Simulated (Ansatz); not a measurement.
**AlClF2···H2: density, localisation and related maps**

```xyz
6

Al    0.3959   -0.3972   -0.3434
H    -1.2855    0.4504    0.7550
F    -0.6156   -0.5543   -1.6193
F     0.4308   -1.5860    0.7797
H    -0.7915    1.0240    0.7846
Cl    1.8659    1.0631   -0.3567
```

The product side of a reaction path; geometry: PBE0-D4/def2-TZVP.

All numbers below come from Ansatz, RKS PBE0-D4/def2-TZVPP.

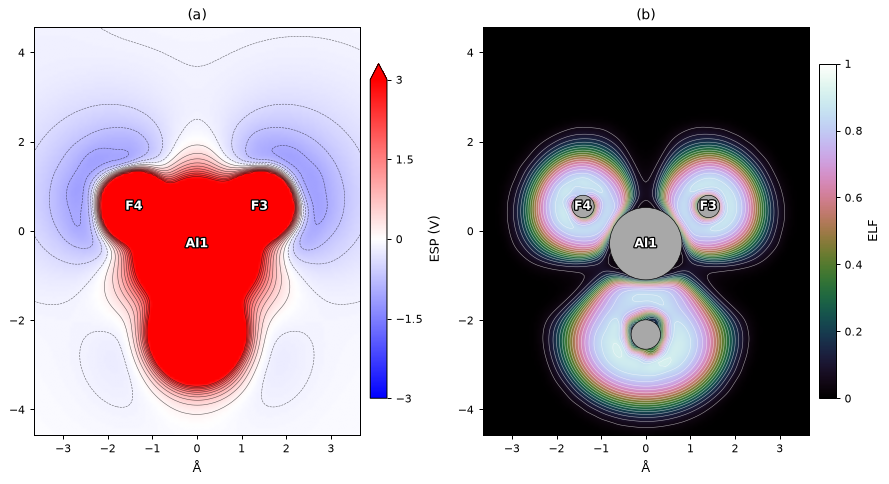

Figure 1. (a) electrostatic potential; (b) electron localisation function on the plane of atoms F3, Al1 and F4. Grey discs cover the atomic cores in the ELF map.

Describe what can be read from this map.

The plane passes through Al and F nuclei.
Al–F (1.64 Å): the ELF peaks at about 0.85 in the valence shell of F, 0.5 Å from its nucleus, and is about 0.35 at the midpoint.
The ELF also peaks beside Cl6, F4 and F3, away from the bonds: lone-pair regions.
Outside the dense part of the complex the potential is most negative (−1.1 V) near F3 and F4.

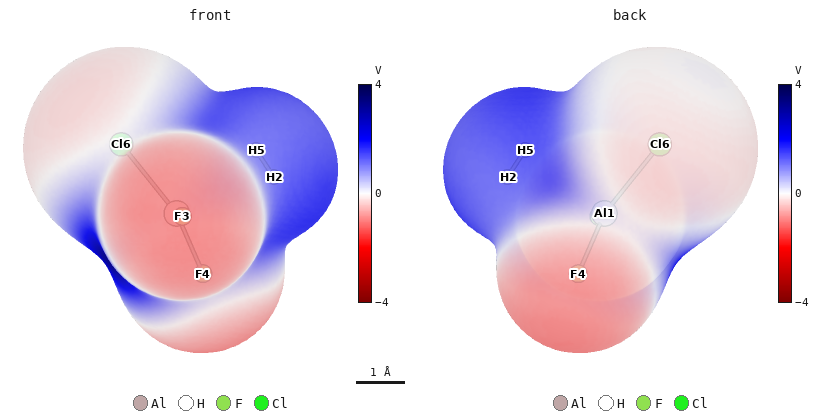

Figure 2. The molecular electrostatic potential painted on the density surface at 0.001 e/bohr³, seen from the front and from behind; the colour scale runs from red (negative) to blue (positive).

Which sites attract a positive test charge, and which a negative one?

A positive charge is drawn to the negative regions and a negative charge to the positive ones. The most negative region (about −0.9 V, or −21 kcal/mol for a unit charge) lies over F3 and F4, the most positive (about +2.9 V, or +67 kcal/mol for a unit charge) over Al1.

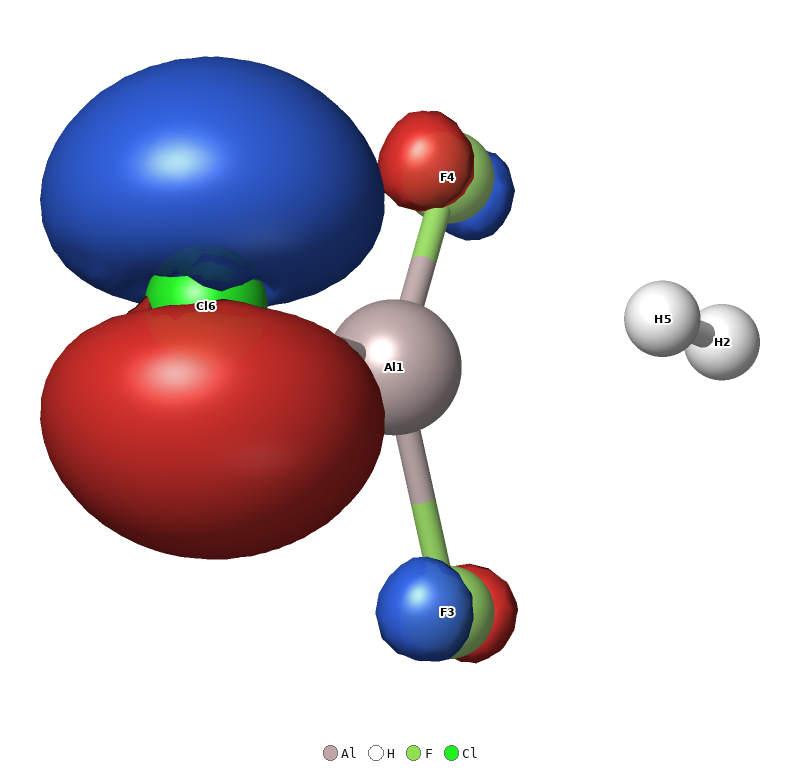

Figure 3. The HOMO at ±0.15 Å⁻³ᐟ² (red and blue are the two phases), seen from one side.

What is the character of this orbital?

By Hirshfeld shares it lies mainly on Cl6 (about 90 %); largely a lone pair of Cl6. Its energy is −9.74 eV.
